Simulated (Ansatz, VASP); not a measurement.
# Mo (Mo(100)): VASP beside Ansatz

Wanted: the spread between two codes on one cell, functional and k mesh.

Calculated with Ansatz 0.2.0; plane waves, with VASP 6.6.1 beside it; band structure at LDA.

## 1. Starting point

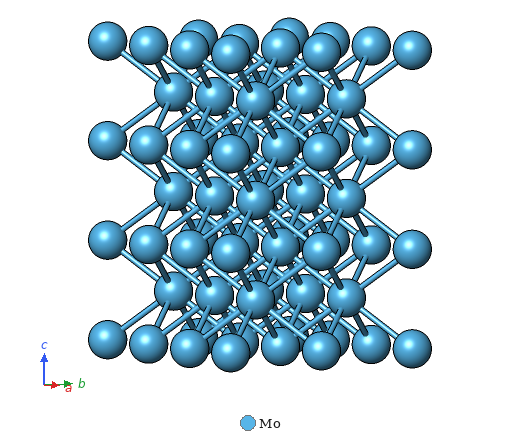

Start, viewed from the side, with the c axis up; molybdenum blue. 3×2×1 cells are drawn. Some periodic images of atoms are drawn too.

The cell holds 7 atoms: 7 Mo. Its edges and angles: a = 3.150 Å, b = 3.150 Å, c = 27.450 Å, α = 90.0°, β = 90.0°, γ = 90.0°. Vacuum lies along c.

As a file:

```xyz
7
Lattice="3.1500 0.0000 0.0000 0.0000 3.1500 0.0000 0.0000 0.0000 27.4500" Properties=species:S:1:pos:R:3
Mo    0.0000    0.0000    9.0000
Mo    1.5750    1.5750   10.5750
Mo    0.0000    0.0000   12.1500
Mo    1.5750    1.5750   13.7250
Mo    0.0000    0.0000   15.3000
Mo    1.5750    1.5750   16.8750
Mo    0.0000    0.0000   18.4500
```

## 2. VASP: band structure, LDA

Levels along a path test the potential and the projectors away from the mesh points.

Lines of VASP's logs that name or quote its potential files are left out, and so is its time.

Input file INCAR:

```
SYSTEM = Mo
PREC = Normal
ENCUT = 300
EDIFF = 1E-06
NELM = 120
ISMEAR = -1
SIGMA = 0.1
LREAL = .FALSE.
ALGO = Fast
GGA = CA
NBANDS = 39
LORBIT = 11
LWAVE = .FALSE.
LCHARG = .TRUE.
IDIPOL = 3
LDIPOL = .TRUE.
DIPOL = 0.5 0.5 0.5
LVHAR = .TRUE.
LVACPOTAV = .TRUE.
LELF = .TRUE.
NEDOS = 1500
```

Input file POSCAR:

```
Mo
1.0
    3.1500000000      0.0000000000      0.0000000000
    0.0000000000      3.1500000000      0.0000000000
    0.0000000000      0.0000000000     27.4500000000
Mo
7
Direct
    0.0000000000      0.0000000000      0.3278688525
    0.5000000000      0.5000000000      0.3852459016
    0.0000000000      0.0000000000      0.4426229508
    0.5000000000      0.5000000000      0.5000000000
    0.0000000000      0.0000000000      0.5573770492
    0.5000000000      0.5000000000      0.6147540984
    0.0000000000      0.0000000000      0.6721311475
```

Input file KPOINTS:

```
Automatic mesh
0
Gamma
13 13 1
0 0 0
```

Input file KPOINTS_OPT:

```
Line mode
14
Line-mode
Reciprocal
  0.50000000   0.50000000   0.00000000 M
  0.00000000   0.00000000   0.00000000 GAMMA

  0.00000000   0.00000000   0.00000000 GAMMA
  0.00000000   0.50000000   0.00000000 X

  0.00000000   0.50000000   0.00000000 X
  0.50000000   0.50000000   0.00000000 M
```

PAW data sets: Mo (LDA family, release 64).

Command:

```sh
$ mpirun -np 2 vasp_std
```

Numbers of over 12 decimals in the logs are rounded to 6 here.

Output:

```text
[banner, memory and clock lines left out]
running    2 mpi-ranks, on    1 nodes
 distrk:  each k-point on    2 cores,    1 groups
 distr:  one band on    1 cores,    2 groups

 POSCAR found type information on POSCAR Mo
 POSCAR found :  1 types and       7 ions
 LDA part: xc-table for (Slater(with rela. corr.)+CA(PZ))
 , standard interpolation
|                                                                             |
|           W    W    AA    RRRRR   N    N  II  N    N   GGGG   !!!           |
|           W    W   A  A   R    R  NN   N  II  NN   N  G    G  !!!           |
|           W    W  A    A  R    R  N N  N  II  N N  N  G       !!!           |
|           W WW W  AAAAAA  RRRRR   N  N N  II  N  N N  G  GGG   !            |
|           WW  WW  A    A  R   R   N   NN  II  N   NN  G    G                |
|           W    W  A    A  R    R  N    N  II  N    N   GGGG   !!!           |
|                                                                             |
|     The number of bands has been changed from the values supplied in        |
|     The orbitals not found in the WAVECAR file will be initialized with     |
|     random numbers, which is usually adequate. For correlated               |
|     calculations, however, you should redo the groundstate calculation.     |
|     I found NBANDS = 39. Now, NBANDS = 40.                                  |
|                                                                             |

 POSCAR, INCAR and KPOINTS ok, starting setup
 FFT: planning ... GRIDC
 FFT: planning ... GRID_SOFT
 FFT: planning ... GRID
 WAVECAR not read
 entering main loop
       N       E                     dE             d eps       ncg     rms          rms(c)
DAV:   1     0.117754927848E+03    0.11775E+03   -0.11827E+04  2248   0.542E+02
DAV:   2    -0.745658492999E+02   -0.19232E+03   -0.17198E+03  2968   0.151E+02
DAV:   3    -0.874034570478E+02   -0.12838E+02   -0.11821E+02  2848   0.367E+01
DAV:   4    -0.878212173657E+02   -0.41776E+00   -0.40874E+00  2864   0.704E+00
DAV:   5    -0.878331157303E+02   -0.11898E-01   -0.11877E-01  3024   0.107E+00    0.355E+01
RMM:   6    -0.101363927647E+03   -0.13531E+02   -0.27961E+01  2664   0.150E+01    0.271E+01
RMM:   7    -0.113675999345E+03   -0.12312E+02   -0.25428E+01  2892   0.127E+01    0.315E+01
RMM:   8    -0.885539938294E+02    0.25122E+02   -0.16337E+01  2398   0.112E+01    0.175E+01
RMM:   9    -0.808281746598E+02    0.77258E+01   -0.52456E+00  2253   0.727E+00    0.553E+00
RMM:  10    -0.805613023457E+02    0.26687E+00   -0.10502E+00  2517   0.289E+00    0.453E+00
RMM:  11    -0.806088655488E+02   -0.47563E-01   -0.16560E-01  2858   0.114E+00    0.467E+00
RMM:  12    -0.803686858559E+02    0.24018E+00   -0.32742E-01  2557   0.175E+00    0.275E+00
RMM:  13    -0.803176779511E+02    0.51008E-01   -0.19877E-01  2535   0.132E+00    0.185E+00
RMM:  14    -0.803037316711E+02    0.13946E-01   -0.21165E-02  2700   0.530E-01    0.145E+00
[...]
RMM:  22    -0.802881345710E+02   -0.13742E-03   -0.12392E-04  2704   0.322E-02    0.448E-02
RMM:  23    -0.802881354010E+02   -0.83004E-06   -0.49187E-05  2542   0.257E-02    0.131E-02
RMM:  24    -0.802881477574E+02   -0.12356E-04   -0.14777E-05  2658   0.102E-02    0.449E-03
RMM:  25    -0.802881539873E+02   -0.62299E-05   -0.37029E-06  2319   0.488E-03    0.281E-03
RMM:  26    -0.802881627675E+02   -0.87802E-05   -0.12836E-06  1812   0.269E-03    0.221E-03
RMM:  27    -0.802881642612E+02   -0.14937E-05   -0.60379E-07  1671   0.185E-03    0.173E-03
RMM:  28    -0.802881682228E+02   -0.39616E-05   -0.26976E-07  1428   0.129E-03    0.110E-03
RMM:  29    -0.802881689400E+02   -0.71720E-06   -0.51051E-08   790   0.688E-04
|                                                                             |
|           W    W    AA    RRRRR   N    N  II  N    N   GGGG   !!!           |
|           W    W   A  A   R    R  NN   N  II  NN   N  G    G  !!!           |
|           W    W  A    A  R    R  N N  N  II  N N  N  G       !!!           |
|           W WW W  AAAAAA  RRRRR   N  N N  II  N  N N  G  GGG   !            |
|           WW  WW  A    A  R   R   N   NN  II  N   NN  G    G                |
|           W    W  A    A  R    R  N    N  II  N    N   GGGG   !!!           |
|                                                                             |
|     Did not find any points to average over, which means that no vacuum     |
|     field-free region was found. Please increase the size of  your cell     |
|     in the dimension of the dipole correction to obtain accurate            |
|     workfunction values.                                                    |
|                                                                             |

   1 F= -.80288169E+02 E0= -.80167295E+02  d E =-.241748E+00
 Start KPOINTS_OPT (optional k-point list driver)
k-point batch [1-28\42]
       N       E                     dE             ncg
DAV:   1     0.248135848557E+04   -0.13719E+05     2256
DAV:   2    -0.243171824686E+04   -0.49131E+04     2896
DAV:   3    -0.280666726045E+04   -0.37495E+03     3120
DAV:   4    -0.282042829402E+04   -0.13761E+02     2776
DAV:   5    -0.282085158481E+04   -0.42329E+00     3128
DAV:   6    -0.282086149543E+04   -0.99106E-02     3096
DAV:   7    -0.282086165984E+04   -0.16440E-03     3064
DAV:   8    -0.282086166352E+04   -0.36789E-05     2480
DAV:   9    -0.282086166375E+04   -0.23268E-06     1888
k-point batch [29-42\42]
       N       E                     dE             ncg
DAV:   1     0.737300553866E+04   -0.15383E+05     1120
DAV:   2     0.490883869597E+04   -0.24642E+04     1616
DAV:   3     0.473279424649E+04   -0.17604E+03     1360
DAV:   4     0.472785787375E+04   -0.49364E+01     1528
DAV:   5     0.472776420580E+04   -0.93668E-01     1392
DAV:   6     0.472776076731E+04   -0.34385E-02     1544
DAV:   7     0.472776070936E+04   -0.57948E-04     1400
DAV:   8     0.472776070692E+04   -0.24439E-05     1176
DAV:   9     0.472776070677E+04   -0.14617E-06      960
```

From OUTCAR (step 2):

```text
ion  position               nearest neighbor table
   1  0.000  0.000  0.328-   2 2.73   2 2.73   2 2.73   2 2.73   3 3.15
   2  0.500  0.500  0.385-   1 2.73   1 2.73   1 2.73   1 2.73   3 2.73   3 2.73   3 2.73   3 2.73
                             4 3.15
   3  0.000  0.000  0.443-   2 2.73   4 2.73   2 2.73   4 2.73   2 2.73   4 2.73   2 2.73   4 2.73
                             1 3.15   5 3.15
   4  0.500  0.500  0.500-   3 2.73   5 2.73   3 2.73   5 2.73   3 2.73   5 2.73   3 2.73   5 2.73
                             2 3.15   6 3.15
   5  0.000  0.000  0.557-   4 2.73   6 2.73   4 2.73   6 2.73   4 2.73   6 2.73   4 2.73   6 2.73
                             7 3.15   3 3.15
   6  0.500  0.500  0.615-   7 2.73   7 2.73   7 2.73   7 2.73   5 2.73   5 2.73   5 2.73   5 2.73
                             4 3.15
   7  0.000  0.000  0.672-   6 2.73   6 2.73   6 2.73   6 2.73   5 3.15

  LATTYP: Found a simple tetragonal cell.
 ALAT       =     3.1500000000
 C/A-ratio  =     8.7142857143

 Subroutine GETGRP returns: Found 16 space group operations
 (whereof 16 operations were pure point group operations)

The static configuration has the point symmetry D_4h.

 Found     28 irreducible k-points:

   k-points           NKPTS =     28   k-points in BZ     NKDIM =     28   number of bands    NBANDS=     40

   dimension x,y,z NGX =    14 NGY =   14 NGZ =  120
   dimension x,y,z NGXF=    28 NGYF=   28 NGZF=  240

   ENCUT  =  300.0 eV  22.05 Ry    4.70 a.u.   4.45  4.45 38.77*2*pi/ulx,y,z

   NELECT =      42.0000    total number of electrons

 k-points in reciprocal lattice and weights: Automatic mesh
   0.00000000  0.00000000  0.00000000       0.006
   0.07692308  0.00000000  0.00000000       0.024
   0.15384615  0.00000000  0.00000000       0.024
   0.23076923  0.00000000  0.00000000       0.024
   0.30769231  0.00000000  0.00000000       0.024
   0.38461538  0.00000000  0.00000000       0.024
   0.46153846  0.00000000  0.00000000       0.024
   0.07692308  0.07692308  0.00000000       0.024
   0.15384615  0.07692308  0.00000000       0.047
[...]
0.46153846  0.38461538  0.00000000       0.047
   0.46153846  0.46153846  0.00000000       0.024

 dipolmoment           0.000000      0.000000     -0.000000 electrons x Angstroem

 average (electrostatic) potential at core
       1 -43.2660       2 -43.4394       3 -43.5702       4 -43.4215       5 -43.5702
       6 -43.4394       7 -43.2660

 E-fermi :   0.1936

 k-point     1 :       0.0000    0.0000    0.0000
  band No.  band energies     occupation
    ...
     20      -0.3871      1.99401
     21       0.0692      1.55276
     22       0.0692      1.55276
     23       0.1036      1.42201
     24       0.1069      1.40848
     25       0.4856      0.10240
     26       0.5463      0.05712
     27       1.0763      0.00029
     28       1.0763      0.00029
     29       1.4312      0.00001
    ...

 k-point     2 :       0.0769    0.0000    0.0000
  band No.  band energies     occupation
    ...
     19      -0.4616      1.99715
     20      -0.1859      1.95602
     21      -0.1359      1.92853
     22      -0.0949      1.89428
     23       0.1099      1.39579
     24       0.4763      0.11178
     25       0.6255      0.02630
     26       0.6985      0.01276
     27       0.8154      0.00398
     28       1.1214      0.00019
    ...

 k-point     3 :       0.1538    0.0000    0.0000
  band No.  band energies     occupation
    ...
     18      -0.5171      1.99836
     19      -0.4562      1.99699
     20      -0.2533      1.97736
     21      -0.1603      1.94360
     22       0.1920      1.00828
     23       0.3148      0.45892
     24       0.6744      0.01621
     25       0.8430      0.00302
     26       0.8640      0.00245
     27       0.8917      0.00186
    ...

  Total      -15.8134029    -15.8134029    -12.7622313      0.0000000      0.0000000      0.0000000
  in kB      -93.0191705    -93.0191705    -75.0712655      0.0000000      0.0000000      0.0000000
  external PRESSURE =     -87.0365355 kB  Pullay stress =       0.0000000 kB

  energy-cutoff  :      300.00
  volume of cell :      272.37
      direct lattice vectors                 reciprocal lattice vectors
     3.150000000  0.000000000  0.000000000     0.317460317  0.000000000  0.000000000
     0.000000000  3.150000000  0.000000000     0.000000000  0.317460317  0.000000000
     0.000000000  0.000000000 27.450000000     0.000000000  0.000000000  0.036429872

 POSITION                                       TOTAL-FORCE (eV/Angst)
 -----------------------------------------------------------------------------------
      0.00000      0.00000      9.00000         0.000000      0.000000      2.213353
      1.57500      1.57500     10.57500         0.000000     -0.000000     -1.254106
      0.00000      0.00000     12.15000         0.000000      0.000000     -0.194944
      1.57500      1.57500     13.72500         0.000000      0.000000      0.000000
      0.00000      0.00000     15.30000         0.000000      0.000000      0.194944
      1.57500      1.57500     16.87500        -0.000000     -0.000000      1.254106
      0.00000      0.00000     18.45000        -0.000000     -0.000000     -2.213353
 -----------------------------------------------------------------------------------
    total drift:                                0.000000      0.000000     -0.000000

  FREE ENERGIE OF THE ION-ELECTRON SYSTEM (eV)
  ---------------------------------------------------
  free  energy   TOTEN  =       -80.2881689400 eV

  energy  without entropy=      -80.0464205348  energy(sigma->0) =      -80.16729474

 vacuum level on the upper side and lower side of the slab         4.484         4.484

 total charge
# of ion       s       p       d       tot
------------------------------------------
    1        0.460   0.279   4.255   4.994
    2        0.523   0.532   4.326   5.380
    3        0.521   0.556   4.324   5.401
    4        0.520   0.557   4.348   5.426
    5        0.521   0.556   4.324   5.401
    6        0.523   0.532   4.326   5.380
    7        0.460   0.279   4.255   4.994
--------------------------------------------------
tot          3.528   3.291  30.158  36.977

[... 3 further parts left out ...]
```

(Part 1 of 2 ends here.)

[Lines on the potential files, build, host, timing and source positions are cut from VASP's logs without a mark.]

[Logs are printed without paths, hosts, clocks, repeated set-up lines and the standing remarks that a program may print on its own settings, such as how far it seeks lower states.]

[Hosts, paths, dates, database ids (printed as entryN), source tags and the programs' standing remarks are cut or masked in the printed files.]
